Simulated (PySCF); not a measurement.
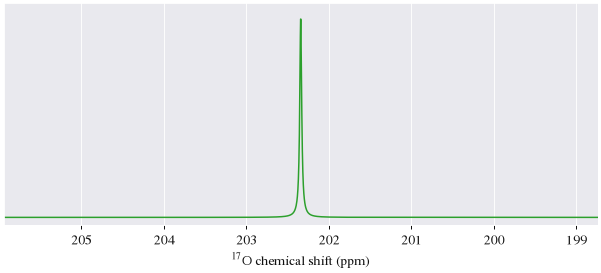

GIAO shifts, PBE0/pcSseg-1 with PySCF 2.14.0, at a PBE0-D3(BJ)/def2-SVP geometry (no frequency check), against H₂O for ¹⁷O computed at the same level (¹⁷O: a single water molecule, while the usual scale starts at liquid water and gives values some tens of ppm lower). Gas phase, fully decoupled, line heights follow the number of nuclei, widths are arbitrary (no quadrupolar broadening); values of one conformer, averaged over methyl-type rotors and exact or near symmetry.

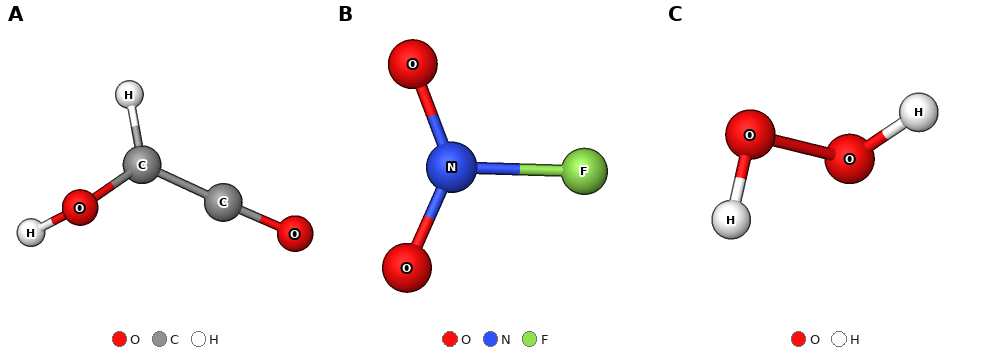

Which structure fits the spectrum? The candidates are drawn in the second picture.

Answer. Structure C, H₂O₂ (hydrogen peroxide), SMILES OO. Its ¹⁷O signals: 202.3 (2 O) ppm.
